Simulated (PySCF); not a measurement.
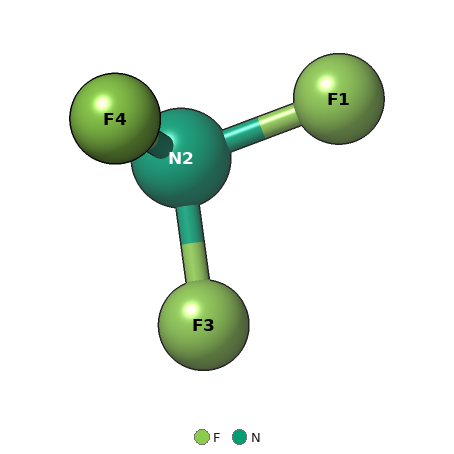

Computed geometry: PBE0-D3(BJ)/def2-SVP optimisation. No frequency run is at hand to confirm it as a minimum. Electric field gradients from the ground-state density, PBE0/def2-SVP (PySCF 2.14.0), non-relativistic apart from any core potentials.

Give the largest field-gradient component, the quadrupole coupling constant and the asymmetry for 14N at N2 (Q = 20.44 mb).

| atom | V_zz (a.u.) | e²qQ/h (MHz) | η |
| --- | --- | --- | --- |
| N2 | −1.546 | −7.43 | 0.00 |
